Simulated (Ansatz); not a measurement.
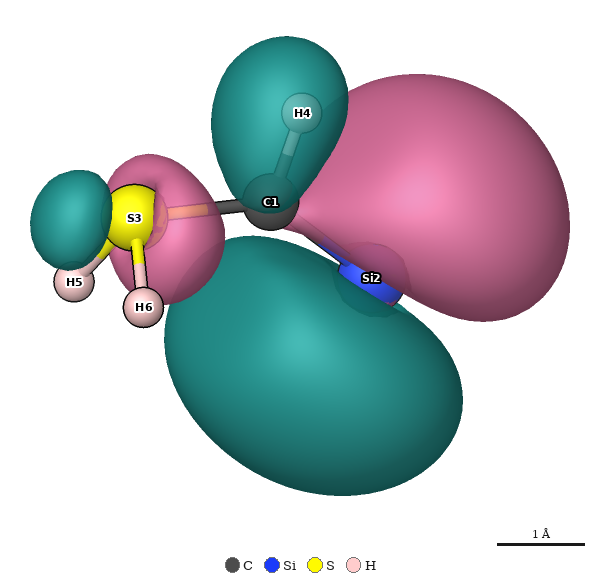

Figure 1: CH₃SSi (charge +1). One frontier orbital at ±0.06 Å⁻³ᐟ² (teal and pink are the two phases), seen at a tilt.

Level of theory: RKS PBE0-D4/def2-SVP (Ansatz).

```yaml
atoms:
  - { symbol: C, position_ang: [0.5116, 0.0037, -0.2285] }
  - { symbol: Si, position_ang: [2.1324, -0.5596, 0.0890] }
  - { symbol: S, position_ang: [-1.1124, -0.1909, 0.3413] }
  - { symbol: H, position_ang: [0.5026, 0.6786, -1.1060] }
  - { symbol: H, position_ang: [-1.2064, -1.5066, 0.6854] }
  - { symbol: H, position_ang: [-1.1025, 0.2317, 1.6418] }
```

Which orbital is it: HOMO or LUMO?

The LUMO, at −8.00 eV. Its weight (Hirshfeld) is mainly on Si2 (about 80 %) and C1 (about 10 %).
